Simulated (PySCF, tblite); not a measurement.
**C5H12N2OSi: geometry, infrared bands and NMR shifts**

What infrared bands and NMR shifts should C5H12N2OSi (`CC(=O)N[C@@H]1CN[SiH2]C1`) show?

The runs use tblite 0.8.0 and PySCF 2.14.0, with density-fitted response routines of our own; the level of theory stands in each step. All values are computed, except where a source is named. Atoms count from 0, in the outputs and in this text.

## 1. The molecule as given

21 atoms, charge 0, multiplicity 1; geometry from: force field or distance geometry start.

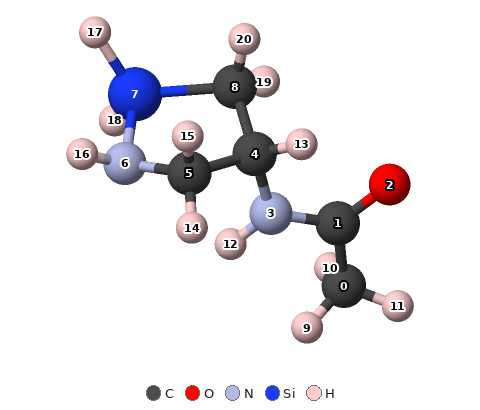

The starting geometry (carbon dark grey, oxygen red, nitrogen light blue, silicon blue, hydrogen pink), atoms numbered.

## 2. Optimising the geometry with GFN2-xTB

The job: settings as JSON, then the geometry in Å.

```
{"job": {"kind": "relax", "xc": "GFN2-xTB", "basis": "xTB"}, "charge": 0, "multiplicity": 1}
C      3.262400    -0.140400    -0.326400
C      1.999700    -0.793400     0.180200
O      2.040500    -1.685500     1.042500
N      0.847400    -0.287600    -0.362500
C     -0.478100    -0.773300     0.045500
C     -1.511600    -0.530400    -1.103300
N     -1.884800     0.904400    -1.047500
Si    -1.881000     1.511400     0.586800
C     -0.984600    -0.013600     1.286600
H      3.127500     0.170900    -1.363000
H      3.472500     0.737800     0.286500
H      4.083900    -0.845800    -0.267600
H      0.882500     0.484700    -0.992400
H     -0.392200    -1.843000     0.256900
H     -1.098800    -0.767500    -2.083300
H     -2.397600    -1.150900    -0.919200
H     -2.800700     1.037100    -1.462800
H     -3.296200     1.598200     1.024200
H     -1.090500     2.754900     0.618400
H     -0.183700     0.268100     1.983600
H     -1.725500    -0.619000     1.823600
```

On the command line:

```bash
> OMP_NUM_THREADS=1 python probes_run.py task.json out
```

One launch serves the whole session: the jobs run in the order shown.

Output:

```text
step      E/eV     max force
  0    -775.34289    2.164
  1    -775.40579    2.039
  2    -775.44939    0.560
  3    -775.47929    0.497
  4    -775.50856    0.595
  5    -775.52522    0.400
  6    -775.54906    0.341
  7    -775.57042    0.564
  8    -775.58536    0.444
  9    -775.59362    0.216
 10    -775.60090    0.282
 11    -775.60849    0.300
 12    -775.61542    0.323
 13    -775.62065    0.190
 14    -775.62416    0.191
 15    -775.62692    0.196
 16    -775.62893    0.132
 17    -775.63042    0.081
 18    -775.63146    0.107
 19    -775.63227    0.100
 20    -775.63298    0.057
 21    -775.63365    0.060
 22    -775.63439    0.091
 23    -775.63534    0.107
 24    -775.63647    0.084
 25    -775.63765    0.086
 26    -775.63880    0.082
 27    -775.63995    0.095
 28    -775.64111    0.085
 29    -775.64226    0.081
 30    -775.64337    0.090
 31    -775.64442    0.082
 32    -775.64546    0.076
 33    -775.64664    0.086
 34    -775.64811    0.094
 35    -775.64993    0.109
 36    -775.65188    0.122
 37    -775.65356    0.117
 38    -775.65475    0.083
 39    -775.65566    0.073
 40    -775.65660    0.067
 41    -775.65760    0.100
 42    -775.65855    0.098
 43    -775.65932    0.094
 44    -775.65979    0.163
 45    -775.66049    0.060
 46    -775.66120    0.043
 47    -775.66197    0.049
 48    -775.66249    0.054
 49    -775.66298    0.060
 50    -775.66346    0.054
 51    -775.66389    0.046
 52    -775.66417    0.046
 53    -775.66437    0.030
 54    -775.66453    0.034
 55    -775.66469    0.034
 56    -775.66485    0.037
 57    -775.66505    0.046
 58    -775.66531    0.044
 59    -775.66561    0.041
 60    -775.66591    0.053
 61    -775.66613    0.032
 62    -775.66632    0.034
 63    -775.66654    0.041
 64    -775.66681    0.050
 65    -775.66703    0.039
 66    -775.66723    0.038
 67    -775.66744    0.038
 68    -775.66774    0.059
 69    -775.66809    0.062
 70    -775.66841    0.042
 71    -775.66863    0.042
 72    -775.66882    0.031
 73    -775.66901    0.043
 74    -775.66923    0.039
 75    -775.66941    0.027
 76    -775.66951    0.026
 77    -775.66961    0.025
 78    -775.66970    0.023
 79    -775.66979    0.020
 80    -775.66986    0.020
 81    -775.66992    0.022
 82    -775.66999    0.022
 83    -775.67005    0.022
 84    -775.67013    0.021
 85    -775.67020    0.019
 86    -775.67027    0.021
 87    -775.67033    0.021
 88    -775.67039    0.022
 89    -775.67045    0.021
 90    -775.67053    0.019
 91    -775.67062    0.021
 92    -775.67071    0.021
 93    -775.67078    0.021
 94    -775.67085    0.019
 95    -775.67093    0.021
 96    -775.67101    0.018
 97    -775.67108    0.018
 98    -775.67113    0.019
 99    -775.67118    0.016
100    -775.67122    0.014
101    -775.67126    0.015
102    -775.67132    0.017
103    -775.67139    0.021
104    -775.67146    0.024
105    -775.67154    0.025
106    -775.67164    0.022
107    -775.67178    0.026
108    -775.67198    0.034
109    -775.67217    0.039
110    -775.67235    0.029
111    -775.67250    0.026
112    -775.67264    0.032
113    -775.67278    0.049
114    -775.67290    0.028
115    -775.67301    0.019
116    -775.67306    0.017
117    -775.67313    0.015
118    -775.67316    0.014
119    -775.67318    0.007
```

Run time: 1.7 s. Hardware: 1 thread of Arm Neoverse N1, shared host.

The steps of the relaxation: (not every step is listed)

```tsv
step	energy from step 0 (eV)	largest force (eV/Å)
0	0.0000	2.1642
1	-0.0629	2.0394
2	-0.1065	0.5604
3	-0.1364	0.4974
4	-0.1657	0.5950
5	-0.1823	0.3999
6	-0.2062	0.3409
7	-0.2275	0.5637
8	-0.2425	0.4440
18	-0.2886	0.1072
28	-0.2982	0.0854
38	-0.3119	0.0826
48	-0.3196	0.0543
58	-0.3224	0.0443
68	-0.3248	0.0589
78	-0.3268	0.0226
88	-0.3275	0.0224
98	-0.3282	0.0187
108	-0.3291	0.0341
114	-0.3300	0.0285
115	-0.3301	0.0193
116	-0.3302	0.0173
117	-0.3302	0.0149
118	-0.3303	0.0136
119	-0.3303	0.0067
```

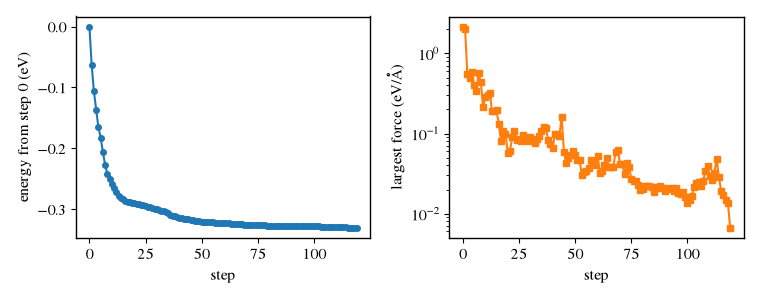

Energy and force, step by step.

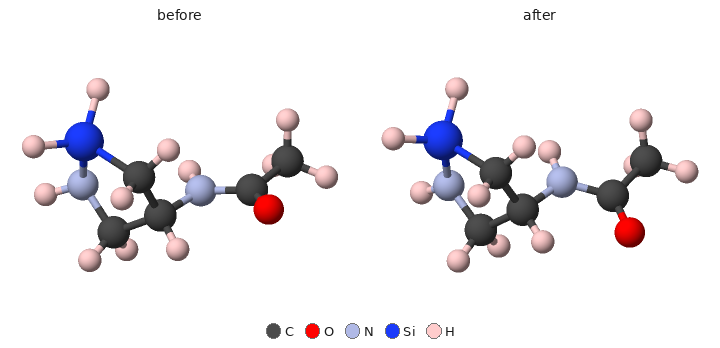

The geometry before (left) and after (right).

Distances of close pairs at the start and the end, largest changes first:

```tsv
bond	before (Å)	after (Å)	change (Å)
C5–N6	1.484	1.451	-0.033
C4–C5	1.564	1.532	-0.032
C1–O2	1.241	1.213	-0.029
N6–Si7	1.743	1.719	-0.025
N3–C4	1.469	1.446	-0.024
C1–N3	1.370	1.351	-0.020
Si7–H17	1.484	1.467	-0.017
C8–H19	1.098	1.087	-0.011
```

The final coordinates are the input of the step that follows.

## 3. Vibrational analysis with GFN2-xTB

The job: settings as JSON, then the geometry in Å.

```
{"job": {"kind": "ir", "xc": "GFN2-xTB", "basis": "xTB"}, "charge": 0, "multiplicity": 1}
C      3.191285    -0.127979    -0.442825
C      1.959835    -0.921770    -0.050110
O      1.990111    -2.091463     0.267955
N      0.819907    -0.198218    -0.090525
C     -0.483433    -0.738799     0.224881
C     -1.407712    -0.596338    -0.988483
N     -1.816859     0.795087    -1.022726
Si    -1.948924     1.528367     0.525885
C     -1.117813     0.045571     1.376489
H      3.128338     0.149932    -1.492887
H      3.267587     0.776560     0.155867
H      4.075544    -0.739402    -0.289639
H      0.838047     0.767015    -0.378714
H     -0.319111    -1.790863     0.475759
H     -0.874372    -0.856172    -1.908347
H     -2.263430    -1.276283    -0.885651
H     -2.362599     1.046085    -1.829611
H     -3.303366     1.763351     1.036746
H     -1.159519     2.764480     0.530846
H     -0.364013     0.297057     2.118618
H     -1.858422    -0.579276     1.873299
```

Output:

```text
mode    cm-1     km/mol
  1      29.2      5.59
  2      68.1      2.35
  3      78.1      1.42
  4      88.2      4.58
  5     145.1      6.26
  6     198.3      5.18
  7     291.5      1.71
  8     364.8     30.23
  9     416.3      7.96
 10     426.2     27.67
 11     465.4      0.69
 12     484.3     94.35
 13     519.6     71.95
 14     535.7     44.05
 15     588.2      0.23
 16     603.7     15.93
 17     654.8    146.91
 18     684.1      3.68
 19     757.2     57.92
 20     795.4     79.30
 21     808.4    211.27
 22     858.8    177.96
 23     922.3      6.22
 24     928.5     21.65
 25     987.7      4.10
 26     991.7     26.29
 27    1001.3     24.40
 28    1041.5      3.60
 29    1070.6     12.76
 30    1129.5     10.31
 31    1140.7     24.40
 32    1184.6     27.08
 33    1190.5     56.21
 34    1223.7     33.54
 35    1246.7     45.55
 36    1281.8     18.50
 37    1292.9     44.62
 38    1348.8     20.36
 39    1370.6     24.65
 40    1427.5    326.45
 41    1460.8      4.64
 42    1472.6      7.94
 43    1479.4      4.11
 44    1493.5      0.87
 45    1750.3    544.16
 46    2214.0    506.72
 47    2240.6    203.33
 48    2878.1     66.78
 49    2941.5     52.11
 50    2957.9     15.81
 51    2999.9     48.04
 52    3023.7     22.29
 53    3025.5     17.29
 54    3031.6     16.81
 55    3066.8      9.66
 56    3461.6      4.11
 57    3484.9      2.19
```

Wall time 1.5 s (1 thread of Arm Neoverse N1, shared host).

Which atoms move in the most intense modes:

```tsv
cm⁻¹	km/mol	atoms
484	94.3	H12 41 %, N3 24 %
655	146.9	H18 35 %, H17 29 %
808	211.3	H17 43 %, H18 42 %
859	178.0	N6 36 %, Si7 31 %
1428	326.4	N3 38 %, H12 21 %, C1 20 %, H13 10 %
1750	544.2	C1 65 %, O2 32 %
2214	506.7	H17 49 %, H18 46 %
2241	203.3	H18 50 %, H17 47 %
```

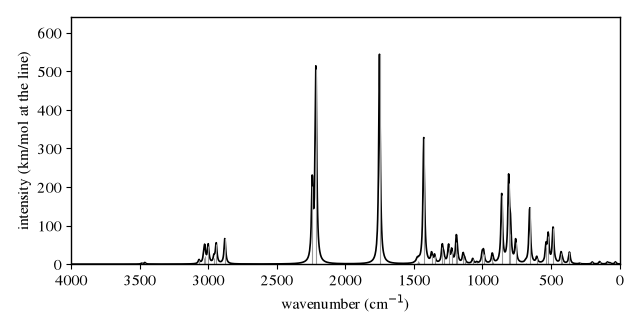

The infrared spectrum from these modes, unscaled. Lines are broadened to a width of 14 cm⁻¹ (Lorentzian).

## 4. NMR shieldings: PBE0/pcSseg-1

Same as in step 3 but for these lines:

```diff
@@ -1,2 +1,2 @@
-{"job": {"kind": "ir", "xc": "GFN2-xTB", "basis": "xTB"}, "charge": 0, "multiplicity": 1}
+{"job": {"kind": "nmr", "xc": "PBE0", "basis": "pcSseg-1"}, "charge": 0, "multiplicity": 1}
 C      3.191285    -0.127979    -0.442825
```

Method: GIAO PBE0/pcSseg-1 NMR shielding, non-relativistic, gas phase.

Output:

```text
coarse grid: 17704 points
cycle   1  E = -671.1668170574  dE =  1.364e+00  |g| = 9.132e-01  |ddm| = 4.097e+00
cycle   2  E = -670.7036383208  dE =  4.632e-01  |g| = 1.779e+00  |ddm| = 2.579e+00
cycle   3  E = -671.3247877949  dE = -6.211e-01  |g| = 2.538e-01  |ddm| = 1.973e+00
cycle   4  E = -671.3373075828  dE = -1.252e-02  |g| = 8.866e-02  |ddm| = 2.638e-01
cycle   5  E = -671.3388148873  dE = -1.507e-03  |g| = 2.587e-02  |ddm| = 9.174e-02
cycle   6  E = -671.3389635210  dE = -1.486e-04  |g| = 5.461e-03  |ddm| = 2.645e-02
cycle   7  E = -671.3389697231  dE = -6.202e-06  |g| = 1.259e-03  |ddm| = 4.937e-03
final grid: 165624 points
cycle   8  E = -671.3991771787  dE = -2.911e-05  |g| = 1.361e-02  |ddm| = 3.329e-02
cycle   9  E = -671.3990910459  dE =  8.613e-05  |g| = 2.501e-02  |ddm| = 2.970e-02
cycle  10  E = -671.3992143331  dE = -1.233e-04  |g| = 2.848e-03  |ddm| = 2.070e-02
cycle  11  E = -671.3992160238  dE = -1.691e-06  |g| = 3.529e-04  |ddm| = 2.500e-03
cycle  12  E = -671.3992160469  dE = -2.312e-08  |g| = 1.484e-04  |ddm| = 4.980e-04
cycle  13  E = -671.3992160515  dE = -4.578e-09  |g| = 3.691e-05  |ddm| = 1.555e-04
cycle  14  E = -671.3992160518  dE = -2.665e-10  |g| = 1.222e-05  |ddm| = 4.127e-05
converged SCF energy = -671.3992160518

GIAO shielding tensors (ppm)
atom      isotropic    diamagn.    paramagn.     s11        s22        s33       span
  0 C      162.320     250.442     -88.122    134.405    157.152    195.404     60.999
  1 C       19.973     245.318    -225.345    -71.179     34.680     96.417    167.596
  2 O      -79.807     402.308    -482.115   -393.694   -180.835    335.107    728.802
  3 N      118.623     332.268    -213.645      0.530    152.235    203.104    202.574
  4 C      138.823     246.617    -107.794    118.858    145.470    152.141     33.282
  5 C      129.450     245.731    -116.281    111.590    132.789    143.971     32.382
  6 N      249.099     322.842     -73.743    200.150    236.099    311.049    110.899
  7 Si     378.438     880.113    -501.675    340.117    359.729    435.467     95.350
  8 C      168.540     251.653     -83.113    145.533    162.265    197.823     52.291
  9 H       29.724      29.203       0.521     25.716     29.260     34.196      8.481
 10 H       29.878      29.779       0.099     25.712     29.927     33.995      8.283
 11 H       29.935      26.738       3.197     25.870     27.979     35.957     10.087
 12 H       26.400      38.478     -12.078     20.081     25.838     33.280     13.200
 13 H       26.658      33.485      -6.827     22.173     25.920     31.880      9.708
 14 H       28.573      31.689      -3.116     24.262     27.442     34.015      9.753
 15 H       28.421      31.071      -2.650     22.886     27.066     35.311     12.424
 16 H       31.772      31.238       0.534     22.021     28.579     44.718     22.697
 17 H       26.782      28.605      -1.822     23.245     23.888     33.215      9.970
 18 H       26.763      29.708      -2.945     23.017     24.398     32.873      9.855
 19 H       30.757      32.002      -1.245     26.210     29.079     36.984     10.774
 20 H       30.351      31.134      -0.783     25.218     27.233     38.604     13.385
```

It took 1.7 min on 1 thread of Arm Neoverse N1, shared host; peak memory 1.1 GiB.

Shifts follow as δ = σ(reference) − σ, with reference shieldings (ppm) from runs at the same level and on the same kind of geometry: 1H TMS 31.72, 13C TMS 186.9, 29Si TMS 349.2, 15N NH3 267.7, 17O H2O 336.1. The references are single molecules in the gas phase, so shifts against H2O, NH3, PH3, H3PO4 or CFCl3 are not on the usual liquid scales and can be off by tens of ppm. Atoms listed in one row are averaged.

```tsv
atoms	environment	σ (ppm)	δ (ppm)	δ scaled to CDCl3
C1	amide carbonyl carbon	20.0	167.0	161.0
C5	sp3 CH2 bonded to N	129.4	57.5	54.2
C4	sp3 CH bonded to N	138.8	48.1	45.0
C0	methyl carbon α to a carbonyl	162.3	24.6	22.1
C8	sp3 CH2 bonded to Si	168.5	18.4	16.0
H12	hydrogen on an amide-type nitrogen	26.40	5.32	–
H13	hydrogen on an sp3 CH bonded to N	26.66	5.06	4.88
H18	hydrogen on a silicon bonded to C, N, in a 5-membered ring	26.76	4.95	–
H17	hydrogen on a silicon bonded to C, N, in a 5-membered ring	26.78	4.93	–
H15	hydrogen on an sp3 CH2 bonded to N	28.42	3.30	3.21
H14	hydrogen on an sp3 CH2 bonded to N	28.57	3.14	3.07
H9, H10, H11	hydrogen on a methyl carbon α to a carbonyl	29.85	1.87	1.87
H20	hydrogen on an sp3 CH2 bonded to Si	30.35	1.37	1.39
H19	hydrogen on an sp3 CH2 bonded to Si	30.76	0.96	1.01
H16	hydrogen on a nitrogen bonded to C, Si, in a 5-membered ring	31.77	-0.06	–
O2	amide-type carbonyl oxygen	-79.8	415.9	–
N3	amide-type nitrogen	118.6	149.1	–
N6	nitrogen bonded to C, Si, H, in a 5-membered ring	249.1	18.6	–
Si7	silicon bonded to C, N, 2 H, in a 5-membered ring	378.4	-29.3	–
```

The scaled column applies a straight-line fit of computed shieldings to shifts measured in CDCl3 (root-mean-square error 0.16 ppm for H, 1.9 ppm for C).

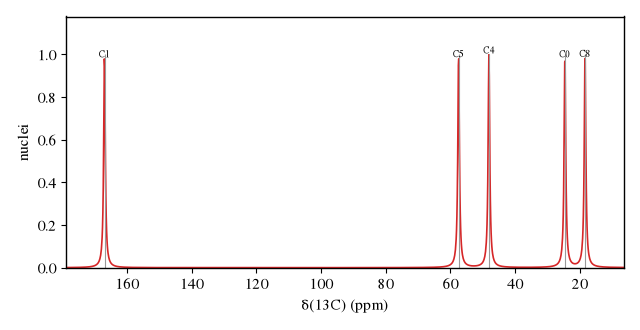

13C lines at the computed shifts, without couplings. Lines are broadened to a width of 0.59 ppm (Lorentzian).

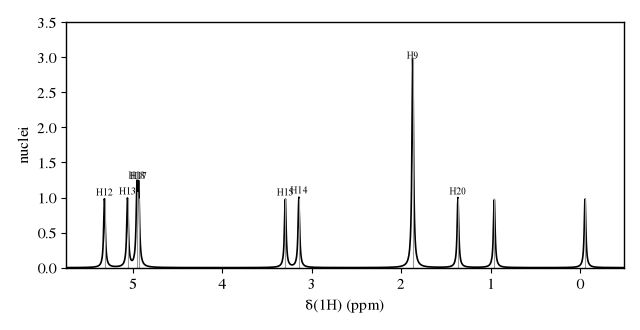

1H lines at the computed shifts, without couplings. Lines are broadened to a width of 0.02 ppm (Lorentzian).

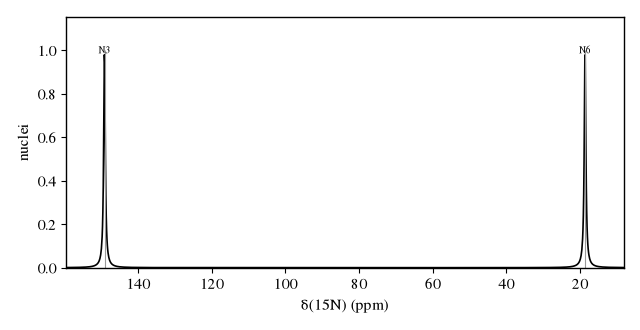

15N lines at the computed shifts, without couplings. Lines are broadened to a width of 0.52 ppm (Lorentzian).

The run also stored atomic charges by several schemes (e):

```tsv
atoms	Mulliken	IAO	Hirshfeld	ESP fit
C0	-0.27	-0.48	-0.13	-0.61
C1	0.37	0.43	0.17	0.77
O2	-0.44	-0.51	-0.30	-0.59
N3	-0.47	-0.34	-0.10	-0.57
C4	-0.12	0.00	0.02	0.23
C5	0.07	-0.15	-0.03	-0.08
N6	-0.67	-0.70	-0.25	-0.69
Si7	0.75	0.87	0.36	0.59
C8	-0.45	-0.56	-0.17	-0.37
```

IAO charges:

C0 -0.48; C1 0.43; O2 -0.51; N3 -0.34; C4 0.00; C5 -0.15; N6 -0.70; Si7 0.87; C8 -0.56; H9 0.16; H10 0.15; H11 0.17; H12 0.26; H13 0.17; H14 0.14; H15 0.12; H16 0.26; H17 -0.15; H18 -0.15; H19 0.16; H20 0.15

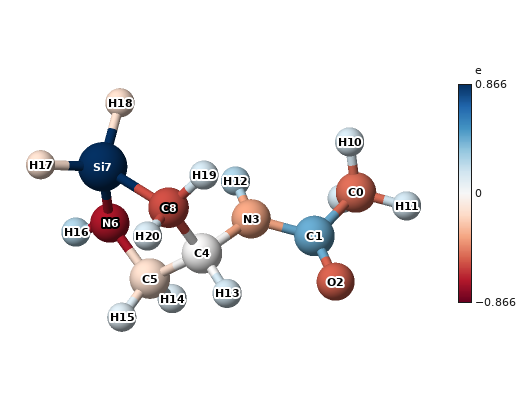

IAO charges, as colours on the atoms.

Mayer bond orders: C0–C1 0.99, C1–O2 1.91, C1–N3 1.16, N3–C4 0.87, C4–C5 1.00, C5–N6 0.95, N6–Si7 1.00, Si7–C8 0.92, C8–C4 1.01.

Ring of atoms C4, C5, N6, Si7, C8: NICS(0) -6.0, NICS(1) -3.3, NICS(1)zz -5.4 ppm (means of both faces).

Orbitals, density, ELF and potential are computed afterwards from the orbital file.

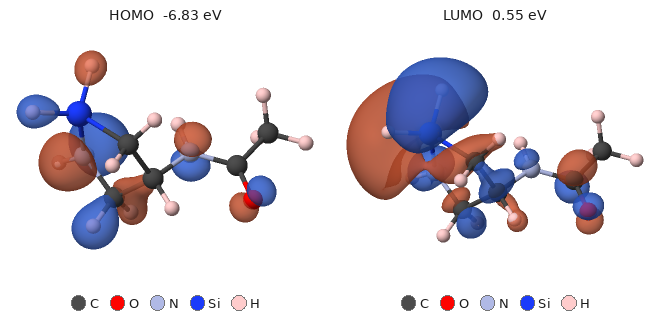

PBE0/pcSseg-1 orbitals near the gap, drawn at the value that encloses 70 % of each; the two colours are the two signs.

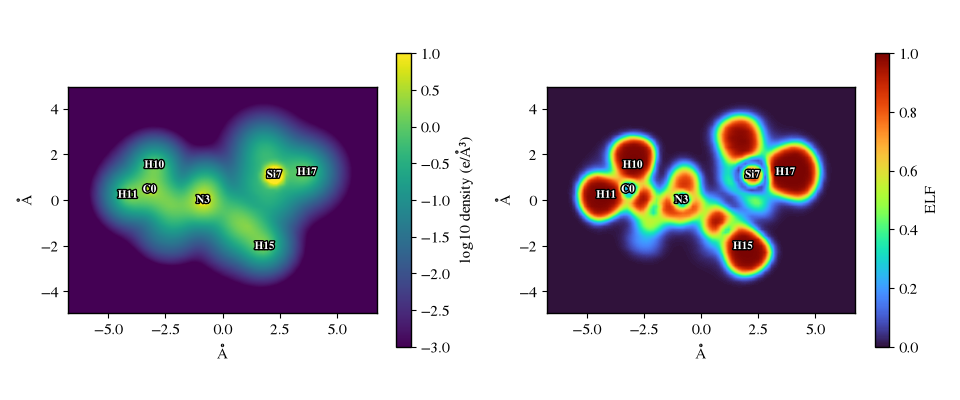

Density (left) and ELF (right) in a plane through or near 7 of the atoms.

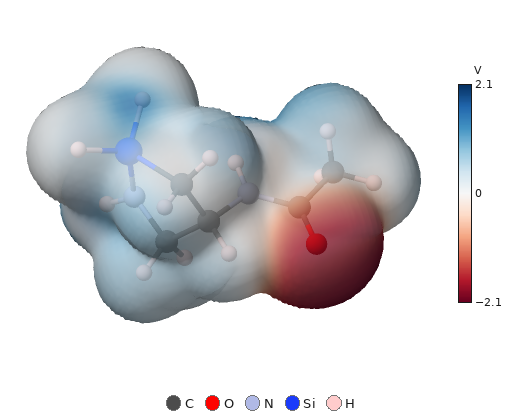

Electrostatic potential on the surface of density 0.002 e/bohr³; red is low, blue high. It runs from -2.10 V near O2 to 1.65 V near H12.

## 5. Outcome

```
                                                              quantity                                                            value
                             strongest single infrared mode (GFN2-xTB)                                            1750 cm⁻¹, 544 km/mol
                                          zero-point energy (GFN2-xTB)                                                   105.3 kcal/mol
                                13C shifts against TMS (PBE0/pcSseg-1)                                167.0, 57.5, 48.1, 24.6, 18.4 ppm
1H shifts against TMS (PBE0/pcSseg-1, means over atoms taken as alike)  5.32, 5.06, 4.95, 4.93, 3.30, 3.14, 1.87, 1.37, 0.96, -0.06 ppm
                                17O shifts against H2O (PBE0/pcSseg-1)                                                        415.9 ppm
                                15N shifts against NH3 (PBE0/pcSseg-1)                                                  149.1, 18.6 ppm
                               29Si shifts against TMS (PBE0/pcSseg-1)                                                        -29.3 ppm
                                 surface potential, least and greatest                                               -2.10 V and 1.65 V
```

What this shows: The optimisation took 119 steps and gained 0.330 eV; among the close pairs (by a distance rule), C5–N6 changed most, from 1.484 to 1.451 Å. All 57 modes are real, so the xTB geometry is a minimum. The strongest single mode, at 1750 cm⁻¹, moves mainly C1. GFN2-xTB is a fitted tight-binding method: band positions and strengths are rough. Its intensities can rank the bands wrongly. At PBE0/pcSseg-1: Shielding is most anisotropic at O2 (span 729 ppm, paramagnetic term -482 ppm).
